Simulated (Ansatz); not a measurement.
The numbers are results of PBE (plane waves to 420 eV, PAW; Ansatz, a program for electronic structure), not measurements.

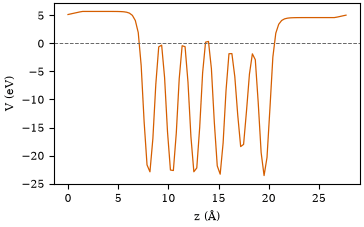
Figure. Planar average of the electrostatic potential across the slab, in eV from the Fermi level, for a constructed model of the (111) surface of fcc Pt, a layer of Sc in place of the second plane (bottom of the slab: a bare face, its two planes held)

Model: 6-atom slab, 11.9 Å thick at the start, 15x15x1 mesh, Fermi-Dirac 0.1 eV, dipole correction, 2 atoms held, the rest relaxed; start symmetry kept, larger cells not searched; no spin, no spin-orbit, no U. In PBE it is, or lies within 0.01 eV a 1x1 cell of, the lowest of the 2 structures of its composition computed so far; larger cells were not tried.

### Question
The surface cell has an area of 6.82 Å². What dipole along the normal does the step between the two vacuum levels imply?

### Answer
the top vacuum level lies 1.10 eV below the bottom one; p = −ε₀ A ΔV (ε₀ = 0.005526 e/(V·Å)) gives 0.04 e·Å a cell.
